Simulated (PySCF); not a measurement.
Input file:

```
{"job": {"xc": "PBE0", "basis": "6-31G*", "kind": "nmr", "pop": true}, "charge": 0, "multiplicity": 1}
C      2.611633     0.998316    -1.476142
Si     1.751211    -0.268851    -0.378020
F      2.827996    -1.364063     0.163054
N      1.162687     0.386081     1.111142
Si     0.208887     1.777648     1.412593
F     -0.008986     1.802527     3.011139
N     -1.391079     1.665296     0.778995
Si    -1.903684     1.135304    -0.762783
F     -3.258829     1.896333    -1.149625
F     -0.839201     1.681007    -1.829049
N     -2.155676    -0.537086    -0.964631
Si    -0.967922    -1.802248    -0.678118
Si    -0.854217    -2.405067     1.541888
N      0.551373    -1.162212    -1.230607
H      3.086722     0.523397    -2.329046
H      3.379418     1.534539    -0.927567
H      1.898935     1.724202    -1.852598
H      1.523747    -0.067310     1.934673
H      0.852817     3.030763     1.054836
H     -2.122634     1.918196     1.421383
H     -3.097200    -0.826643    -1.166876
H     -1.327122    -2.807594    -1.698031
H     -1.744594    -3.552190     1.806299
H      0.479759    -2.846354     1.964832
H     -1.286474    -1.364106     2.486385
H      0.601386    -1.047268    -2.230852
```

Command:

```sh
OMP_NUM_THREADS=1 python ens_run.py task.json out
```

Geometry: GFN2-xTB.

Theory: PBE0/6-31G*, SCF density, gas phase, non-relativistic (PySCF).

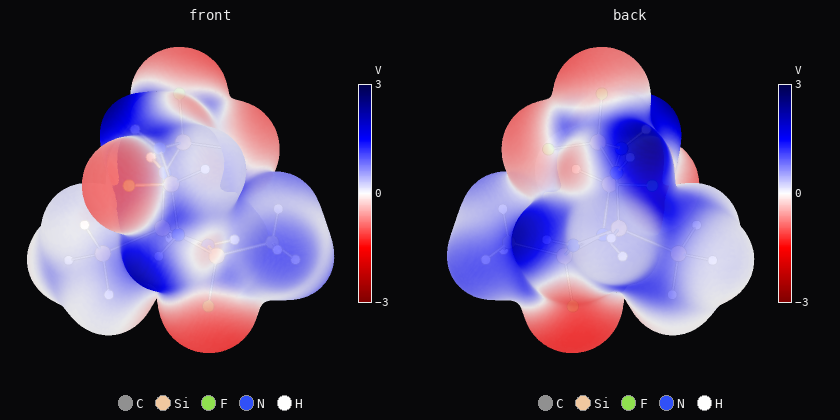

CH12F4N4Si5. The electrostatic potential painted on the density surface at 0.002 e/bohr³, seen from the front and from behind; red is negative and blue positive.

Question: Describe the electrostatic potential map.

Answer: The most negative region (about −1.2 V) lies over F3, the most positive (about +2.2 V) over Si5, H20 and H21.

Question: How polar is the molecule by this calculation?

Answer: Its dipole moment is 1.21 D.
